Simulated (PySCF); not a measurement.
**BGeH3BrO (SMILES [GeH3][O][B]Br): UBP86/aug-cc-pVDZ (density fitting with def2-universal-jkfit)**

What is the vertical doublet–quartet gap of BGeH3BrO at UBP86/aug-cc-pVDZ (density fitting with def2-universal-jkfit)? 

Program for the calculation: PySCF 2.14.0.

2 further runs of the same task are left out: 2 set aside as unsound or not needed.

### 1 Starting point

BGeH3BrO has 7 atoms, charge 0, and is taken as a doublet. As SMILES, `[GeH3][O][B]Br`. The shape comes from GFN2-xTB, which is rough for such elements, and wasn't checked as a minimum. This is one conformer, not always the lowest.

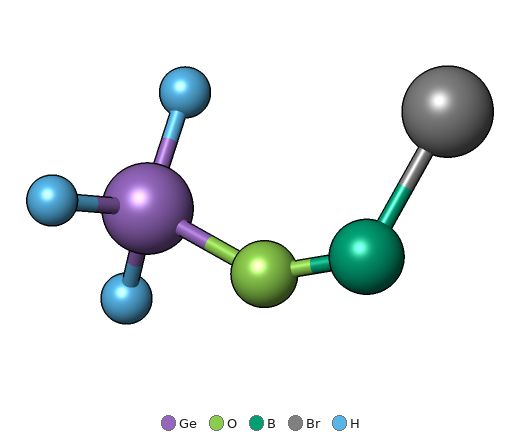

Viewed from a chosen angle; germanium purple, oxygen green, boron teal, bromine grey, hydrogen blue.

### 2 The energy at UBP86/aug-cc-pVDZ (density fitting with def2-universal-jkfit)

The input, run.py:

```python
# [GeH3][O][B]Br
from pyscf import gto, dft

system = gto.M(
    atom='''
Ge      -0.148010       1.004710      -0.009520
O        0.214360      -0.543490       0.832390
B        0.374580      -1.820280       0.675720
Br       0.218660      -2.689090      -1.023690
H       -0.581170       0.737550      -1.423810
H       -1.227360       1.566260       0.858950
H        1.148930       1.744340       0.089960
''',
    charge=0,
    spin=1,
    basis='aug-cc-pvdz',
    verbose=3,
    max_memory=1860,
)

ks = dft.UKS(system, xc='bp86')
ks = ks.density_fit(auxbasis='def2-universal-jkfit')
ks.conv_tol = 1e-10
ks.grids.level = 4
ks.kernel()
if not ks.converged:
    ks = ks.newton().run(ks.mo_coeff, ks.mo_occ)

energy = ks.e_tot
print('E = %.10f Eh' % energy)
```

Command:

```bash
$ OMP_NUM_THREADS=1 python run.py
```

The program printed:

```text
WARN: HOMO -0.176708875010731 >= LUMO -0.176708875010729

converged SCF energy = -4753.54431664632  <S^2> = 0.75320433  2S+1 = 2.0032018
E = -4753.5443166463 Eh
```

Run time: 64 s. Hardware: 1 thread of Arm Neoverse V1, shared host; peak memory 0.57 GiB.

### 3 The quartet at the same level

The input, job.py:

```python
from pyscf import gto, dft

mol = gto.Mole()
mol.atom = '''
Ge    -0.279698     1.898627    -0.017990
O      0.405082    -1.027047     1.572989
B      0.707854    -3.439831     1.276926
Br     0.413208    -5.081644    -1.934494
H     -1.098252     1.393768    -2.690611
H     -2.319374     2.959802     1.623180
H      2.171163     3.296325     0.170000
'''
mol.unit = 'bohr'
mol.basis = 'aug-cc-pvdz'
mol.verbose = 4
mol.spin = 3
mol.max_memory = 1860
mol.build()

myscf = dft.UKS(mol)
myscf.xc = 'bp86'
myscf = myscf.density_fit(auxbasis='def2-universal-jkfit')
myscf.conv_tol = 1e-10
myscf.grids.level = 4
myscf.kernel()
if not myscf.converged:
    myscf = myscf.newton().run(myscf.mo_coeff, myscf.mo_occ)

e_tot = myscf.e_tot
print('Final energy', e_tot)
```

Command:

```bash
$ OMP_NUM_THREADS=1 python job.py
```

The program printed:

```text
PySCF version 2.14.0

[INPUT] num. atoms = 7
[INPUT] num. electrons = 83
[INPUT] charge = 0
[INPUT] spin (= nelec alpha-beta = 2S) = 3
[INPUT] symmetry False subgroup None
[INPUT] Mole.unit = bohr
[INPUT] Symbol           X                Y                Z      unit          X                Y                Z       unit  Magmom
[INPUT]  1 Ge    -0.148009807540   1.004710140437  -0.009519898024 AA   -0.279698000000   1.898627000000  -0.017990000000 Bohr   0.0
[INPUT]  2 O      0.214360162954  -0.543489866944   0.832389931828 AA    0.405082000000  -1.027047000000   1.572989000000 Bohr   0.0
[INPUT]  3 B      0.374580205459  -1.820280174616   0.675720139231 AA    0.707854000000  -3.439831000000   1.276926000000 Bohr   0.0
[INPUT]  4 Br     0.218660256970  -2.689090198808  -1.023690139461 AA    0.413208000000  -5.081644000000  -1.934494000000 Bohr   0.0
[INPUT]  5 H     -0.581169930247   0.737550262910  -1.423810024651 AA   -1.098252000000   1.393768000000  -2.690611000000 Bohr   0.0
[INPUT]  6 H     -1.227359864400   1.566259767235   0.858949865221 AA   -2.319374000000   2.959802000000   1.623180000000 Bohr   0.0
[INPUT]  7 H      1.148929980793   1.744340069786   0.089960125856 AA    2.171163000000   3.296325000000   0.170000000000 Bohr   0.0

nuclear repulsion = 429.491053199521
number of shells = 49
number of NR pGTOs = 275
number of NR cGTOs = 145
basis = aug-cc-pvdz
ecp = {}

******** <class 'pyscf.df.df_jk.DFUKS'> ********
method = DFUKS
initial guess = minao
damping factor = 0
level_shift factor = 0
DIIS = <class 'pyscf.scf.diis.CDIIS'>
diis_start_cycle = 1
diis_space = 8
diis_damp = 0
SCF conv_tol = 1e-10
SCF conv_tol_grad = None
SCF max_cycles = 50
direct_scf = False
number electrons alpha = 43  beta = 40
XC library pyscf.dft.libxc version 7.0.0
    S. Lehtola, C. Steigemann, M. J.T. Oliveira, and M. A.L. Marques.,  SoftwareX 7, 1–5 (2018)
XC functionals = bp86
    A. D. Becke.,  Phys. Rev. A 38, 3098 (1988)
    J. P. Perdew.,  Phys. Rev. B 33, 8822 (1986)
radial grids:
    Treutler-Ahlrichs [JCP 102, 346 (1995); DOI:10.1063/1.469408] (M4) radial grids

becke partition: Becke, JCP 88, 2547 (1988); DOI:10.1063/1.454033
pruning grids: <function nwchem_prune>
grids dens level: 4
symmetrized grids: False
atomic radii adjust function: <function treutler_atomic_radii_adjust>
small_rho_cutoff = 0
Set gradient conv threshold to 1e-05
tot grids = 163864
init E= -4752.30978648692
[... the frontier-level lines of each cycle are left out ...]


cycle= 1 E= -4753.09778822196  delta_E= -0.788  |g|= 0.678  |ddm|= 2.42


cycle= 2 E= -4750.22240943474  delta_E= 2.88  |g|= 2.28  |ddm|= 6.31


cycle= 3 E= -4753.22690560043  delta_E=   -3  |g|= 0.307  |ddm|= 6.17



cycle= 4 E= -4753.02961842713  delta_E= 0.197  |g|= 0.485  |ddm|= 2.29


cycle= 5 E= -4753.29741085075  delta_E= -0.268  |g|= 0.164  |ddm|= 2.13


cycle= 6 E= -4753.22588707214  delta_E= 0.0715  |g|= 0.267  |ddm|= 2.03


cycle= 7 E= -4753.31398572127  delta_E= -0.0881  |g|= 0.0864  |ddm|=  1.8



cycle= 8 E= -4753.31184735674  delta_E= 0.00214  |g|= 0.106  |ddm|= 0.889


cycle= 9 E= -4753.32100516065  delta_E= -0.00916  |g|= 0.046  |ddm|= 0.904



cycle= 10 E= -4753.32155054917  delta_E= -0.000545  |g|= 0.0399  |ddm|= 0.186


cycle= 11 E= -4753.32240078702  delta_E= -0.00085  |g|= 0.0303  |ddm|= 0.386


cycle= 12 E= -4753.32308627006  delta_E= -0.000685  |g|= 0.0151  |ddm|= 0.145


cycle= 13 E= -4753.32320222693  delta_E= -0.000116  |g|= 0.0109  |ddm|= 0.0277


cycle= 14 E= -4753.3232425761  delta_E= -4.03e-05  |g|= 0.00829  |ddm|= 0.0182


cycle= 15 E= -4753.32327495895  delta_E= -3.24e-05  |g|= 0.00472  |ddm|= 0.0352


cycle= 16 E= -4753.32329662325  delta_E= -2.17e-05  |g|= 0.000852  |ddm|= 0.00909


cycle= 17 E= -4753.32329734543  delta_E= -7.22e-07  |g|= 0.000432  |ddm|= 0.00342


cycle= 18 E= -4753.32329745566  delta_E= -1.1e-07  |g|= 0.00017  |ddm|= 0.002


cycle= 19 E= -4753.32329748738  delta_E= -3.17e-08  |g|= 0.000125  |ddm|= 0.00139


cycle= 20 E= -4753.32329749379  delta_E= -6.4e-09  |g|= 5.3e-05  |ddm|= 0.000868


cycle= 21 E= -4753.32329750072  delta_E= -6.93e-09  |g|= 0.000115  |ddm|= 0.00185


cycle= 22 E= -4753.32329751107  delta_E= -1.04e-08  |g|= 7.06e-05  |ddm|= 0.000769


cycle= 23 E= -4753.32329751571  delta_E= -4.63e-09  |g|= 5.12e-05  |ddm|= 0.000882


cycle= 24 E= -4753.32329751837  delta_E= -2.66e-09  |g|= 2.76e-05  |ddm|= 0.000469


cycle= 25 E= -4753.32329751926  delta_E= -8.97e-10  |g|= 8.21e-06  |ddm|= 0.000731


cycle= 26 E= -4753.32329751937  delta_E= -1.04e-10  |g|= 1.31e-06  |ddm|= 0.000151


cycle= 27 E= -4753.32329751934  delta_E= 3.37e-11  |g|= 1.63e-06  |ddm|= 3.31e-05


Extra cycle  E= -4753.32329751936  delta_E= -2.46e-11  |g|= 3.1e-06  |ddm|= 2.33e-05
converged SCF energy = -4753.32329751936  <S^2> = 3.753912  2S+1 = 4.0019555
Final energy -4753.32329751936
```

Run time: 2.2 min. Hardware: 1 thread of Arm Neoverse V1, shared host; peak memory 0.57 GiB.

### 4 What came out

At UBP86/aug-cc-pVDZ (density fitting with def2-universal-jkfit):

```
                                        quantity           value
                           doublet: total energy  -4753.54432 Eh
                          doublet: dipole moment          3.19 D
     doublet: HOMO energy (highest over α and β)        -4.63 eV
      doublet: LUMO energy (lowest over α and β)        -2.79 eV
                                   doublet: ⟨S²⟩           0.753
                           quartet: total energy  -4753.32330 Eh
                          quartet: dipole moment          4.06 D
     quartet: HOMO energy (highest over α and β)        -1.73 eV
                                   quartet: ⟨S²⟩           3.754
vertical energy of the quartet above the doublet        6.014 eV
```

**Reading.** At this shape the quartet lies 6.01 eV (139 kcal/mol) above the doublet. Mulliken charges (doublet) run from -0.31 on B3 to +0.31 on H7; in a basis this large or diffuse they mean little.
